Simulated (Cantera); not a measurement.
Input: 1 mol Cu, 17 mol CO, 9 mol H2, held at 620 Pa.

Method: chemical equilibrium by Gibbs-energy minimisation in Cantera with the NASA 1993 tables (ideal gas, pure condensed phases). Candidate condensed phases: C, C6H6, C7H8, C8H18, Cu, CuO, Cu(OH)2, Cu2O, H2O; 113 gas species. The numbers say what is thermodynamically allowed, not how fast it happens.

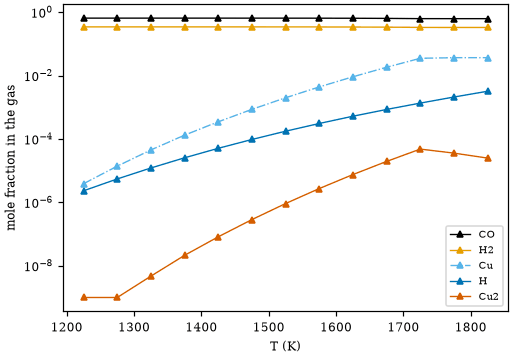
*Equilibrium gas composition (values under 1e-9 drawn at 1e-9)*

Question: Read off the mole fractions at 1625 K.

Answer: CO about 0.65, H2 about 0.34, Cu about 0.0092, H about 0.00052, Cu2 about 7.6e-6.
